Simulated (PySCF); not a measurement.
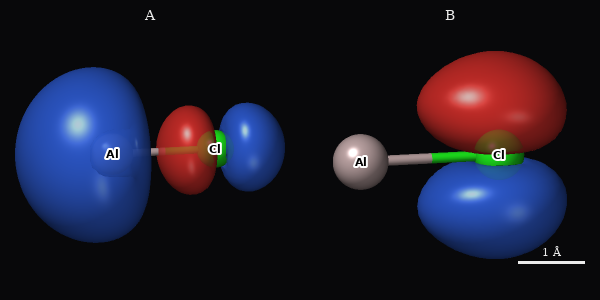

AlCl. Two frontier orbitals, each drawn at the value that holds 80 % of its norm (blue and red are the two phases), in no order; of a degenerate pair one member is drawn.

Theory: PBE0/jorge-DZP-DKH, spin-free X2C-1e, Gaussian nucleus, at a bond length of 2.186 Å (PySCF).

> Label each orbital by symmetry, say whether it is occupied, and order them by energy.

Orbital B: π, occupied, −9.07 eV; mainly on Cl (90 %).
Orbital A: σ, occupied, −7.09 eV; mainly on Al (80 %).
